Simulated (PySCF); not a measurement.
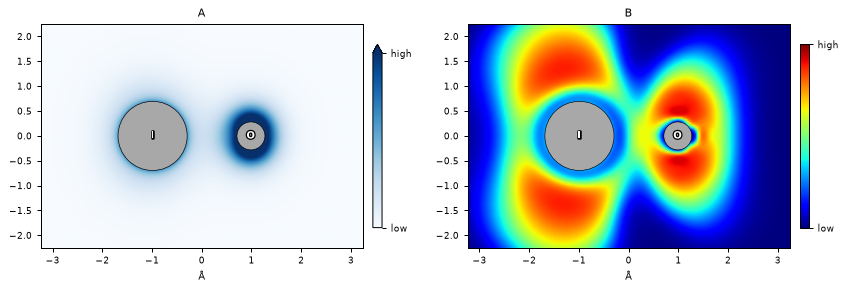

IO (charge −1): 2 fields on a plane that holds the molecular axis, with unlabelled colour scales. Grey discs cover the atomic cores.

Core potentials replace the inner electrons of I.

All numbers below come from PySCF, PBE0/aug-cc-pVDZ(-PP), non-relativistic Hamiltonian with scalar-relativistic core potentials where named, at a bond length of 1.978 Å.

```xyz
2

I     0.0000    0.0000   -0.2214
O     0.0000    0.0000    1.7566
```

Which field does each panel show? The fields are: electron density and electron localisation function.

Panel A: electron density. Panel B: electron localisation function. From the grid: I–O (1.98 Å): ρ at the midpoint is about 0.89 e/Å³; the ELF peaks at about 0.65 in the valence shell of O, 0.7 Å from its nucleus, and is about 0.40 at the midpoint.
